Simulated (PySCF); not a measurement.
## C$_{4}$H$_{14}$Si$_{2}$: NMR shielding calculation

- system: C$_{4}$H$_{14}$Si$_{2}$, SMILES CC(C)[SiH2]C[SiH3]
- method: GIAO PBE0/pcSseg-1 NMR shielding, non-relativistic, gas phase (PySCF 2.14.0)

The geometry comes from this level: GFN2-xTB. Figures and captions count atoms from 1; the log counts them from 0 in places.

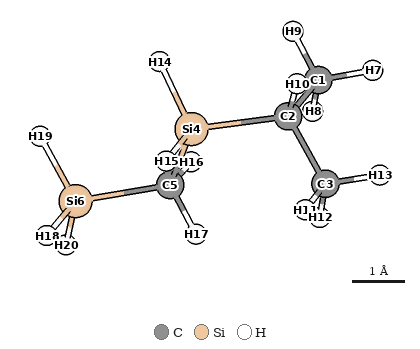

*The input geometry (ball-and-stick view, seen at a tilt; atoms are numbered from 1 in the order of the input).*

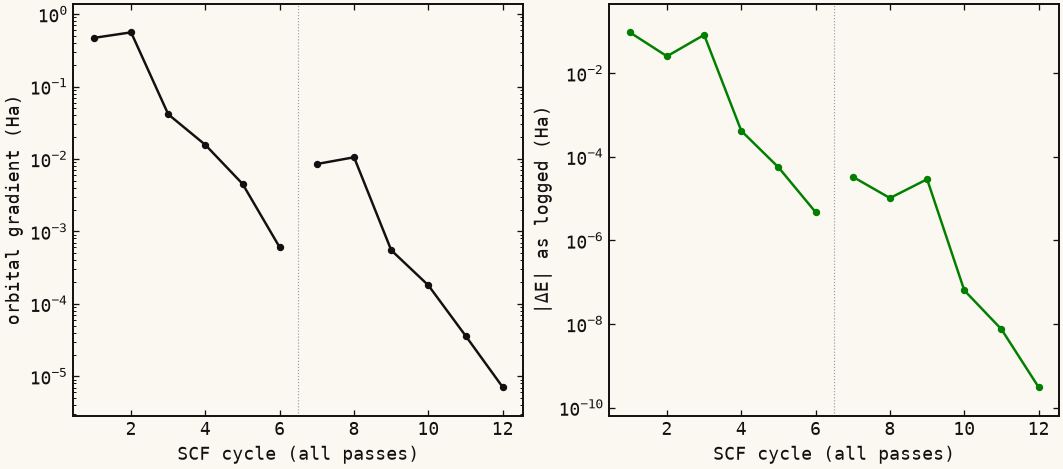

*Convergence of the self-consistent field: orbital gradient and size of the energy change against the SCF cycle. The dotted line marks the change from a coarse to the final integration grid.*

The first 6 cycles use a coarse grid, the final grid takes over at cycle 7, and the field converges after 12 cycles in all.

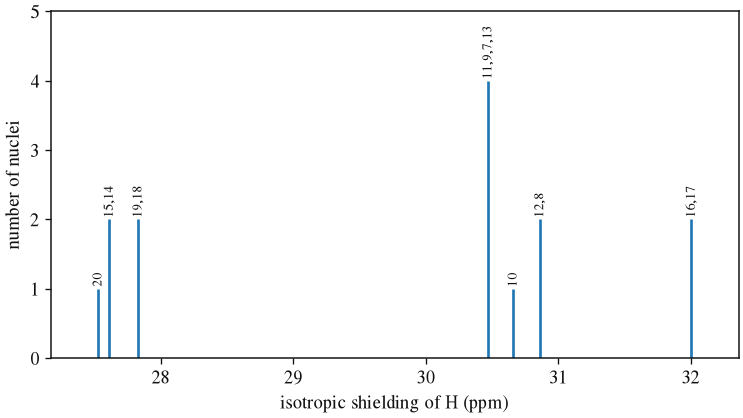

*Isotropic shieldings of the hydrogen nuclei in this fixed geometry, labelled by atom number; shielding grows to the right, so chemical shift grows to the left.*

The least shielded is H20 (27.5 ppm), the most shielded H17 (32.0 ppm).

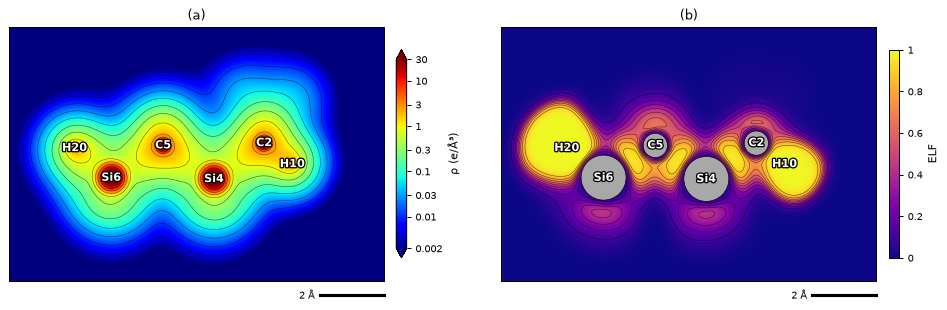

*(a) electron density; (b) electron localisation function on the plane of atoms C2, Si4 and C5. Grey discs, where drawn, cover atomic cores.*

The section cuts through C, Si and H sites. C–Si (1.90 Å): ρ at the midpoint is about 0.89 e/Å³; the ELF peaks at about 0.95 between the atoms (localised, shared-pair bonding).

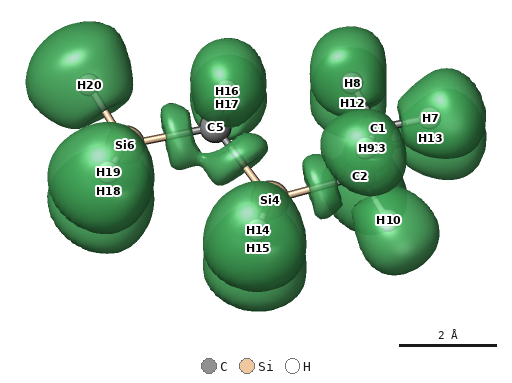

*Isosurface of the electron localisation function at 0.75 (green), seen from the side. Core shells and regions of very low density are left out.*

Profiles from the grid: C–C (1.53 Å): the ELF peaks at about 0.95 between the atoms (localised, shared-pair bonding). C–Si (1.90 Å): the ELF peaks at about 0.95 between the atoms, which marks a shared electron pair.

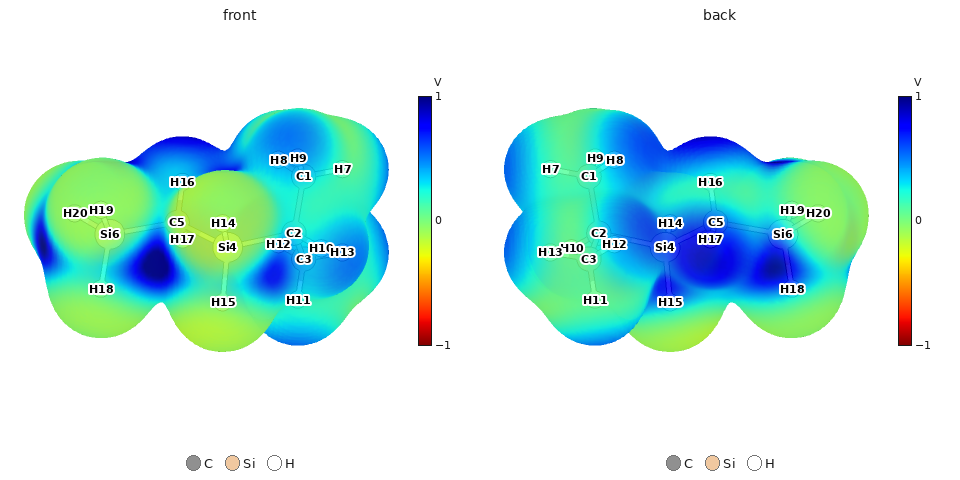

*The electrostatic potential painted on the density surface at 0.002 e/bohr³, seen at a tilt and from behind; the colour scale runs from red (negative) to blue (positive).*

The input that produced these results follows, with the program's output.

The input
```
{"job": {"kind": "nmr", "xc": "PBE0", "basis": "pcSseg-1"}, "charge": 0, "multiplicity": 1}
C     -1.864418    -1.374878    -0.076463
C     -1.576626     0.033818     0.436317
C     -1.966264     1.063249    -0.621358
Si     0.243572     0.234363     0.993638
C      1.438173    -0.042748    -0.456379
Si     3.276045     0.129428    -0.019057
H     -2.919214    -1.487482    -0.326934
H     -1.283999    -1.581503    -0.973697
H     -1.610857    -2.120622     0.674028
H     -2.212290     0.202970     1.312329
H     -1.787543     2.074733    -0.262785
H     -1.387165     0.915289    -1.530924
H     -3.021614     0.973447    -0.878430
H      0.508672    -0.745312     2.056920
H      0.412951     1.591796     1.531545
H      1.271684    -1.036628    -0.872701
H      1.202756     0.662155    -1.254177
H      3.544611     1.478708     0.480245
H      3.638252    -0.852901     1.003610
H      4.088126    -0.107204    -1.218762
```

The first line tells a small driver script what to run in PySCF; the rest is the geometry in Å.

Launched with:
```bash
OMP_NUM_THREADS=1 python <driver script> task.json out
```

Output
```
coarse grid: 16272 points
cycle   1  E = -739.2592609231  dE =  9.515e-02  |g| = 4.690e-01  |ddm| = 3.740e+00
cycle   2  E = -739.2338004801  dE =  2.546e-02  |g| = 5.591e-01  |ddm| = 8.794e-01
cycle   3  E = -739.3165816646  dE = -8.278e-02  |g| = 4.133e-02  |ddm| = 5.326e-01
cycle   4  E = -739.3169993872  dE = -4.177e-04  |g| = 1.562e-02  |ddm| = 6.304e-02
cycle   5  E = -739.3170553761  dE = -5.599e-05  |g| = 4.526e-03  |ddm| = 1.625e-02
cycle   6  E = -739.3170601054  dE = -4.729e-06  |g| = 6.012e-04  |ddm| = 4.412e-03
final grid: 143896 points
cycle   7  E = -739.3520759570  dE = -3.323e-05  |g| = 8.521e-03  |ddm| = 2.550e-02
cycle   8  E = -739.3520656561  dE =  1.030e-05  |g| = 1.055e-02  |ddm| = 1.610e-02
cycle   9  E = -739.3520947375  dE = -2.908e-05  |g| = 5.504e-04  |ddm| = 9.323e-03
cycle  10  E = -739.3520948013  dE = -6.375e-08  |g| = 1.801e-04  |ddm| = 6.519e-04
cycle  11  E = -739.3520948087  dE = -7.460e-09  |g| = 3.633e-05  |ddm| = 1.445e-04
cycle  12  E = -739.3520948090  dE = -3.076e-10  |g| = 7.092e-06  |ddm| = 5.092e-05
converged SCF energy = -739.3520948090

GIAO shielding tensors (ppm)
atom      isotropic    diamagn.    paramagn.     s11        s22        s33       span
  0 C      166.384     248.725     -82.341    151.577    160.033    187.542     35.964
  1 C      170.490     251.586     -81.096    166.755    170.305    174.410      7.655
  2 C      166.384     248.713     -82.329    151.551    160.043    187.558     36.008
  3 Si     379.624     882.460    -502.836    336.721    379.860    422.290     85.569
  4 C      205.189     260.017     -54.828    194.994    206.889    213.685     18.691
  5 Si     422.893     878.761    -455.868    398.414    399.686    470.579     72.166
  6 H       30.473      30.069       0.404     26.012     27.813     37.593     11.581
  7 H       30.863      32.360      -1.497     26.503     30.723     35.362      8.858
  8 H       30.470      31.045      -0.576     25.680     28.310     37.420     11.740
  9 H       30.662      32.372      -1.710     26.966     27.797     37.223     10.257
 10 H       30.469      31.034      -0.565     25.679     28.304     37.424     11.745
 11 H       30.863      32.354      -1.491     26.499     30.726     35.363      8.863
 12 H       30.475      30.066       0.410     26.015     27.817     37.594     11.578
 13 H       27.614      31.577      -3.963     23.617     26.649     32.576      8.958
 14 H       27.614      31.575      -3.961     23.619     26.648     32.576      8.957
 15 H       32.007      34.133      -2.126     25.451     31.191     39.379     13.928
 16 H       32.008      34.126      -2.119     25.455     31.186     39.382     13.927
 17 H       27.831      28.245      -0.414     24.177     26.224     33.092      8.915
 18 H       27.831      28.246      -0.416     24.176     26.226     33.090      8.914
 19 H       27.529      27.642      -0.113     23.732     25.280     33.575      9.842
```

Summary

- outcome: converged
- total energy: −739.352095 hartree
- HOMO: −7.88 eV
- LUMO: 0.61 eV
- dipole moment: 1.05 D
- isotropic shielding, C: 166.4 to 205.2 ppm
- isotropic shielding, Si: 379.6 to 422.9 ppm
- isotropic shielding, H: 27.5 to 32.0 ppm
- hardware: 1 CPU thread, shared host
- wall time: 18 s
- peak memory: 0.78 GiB
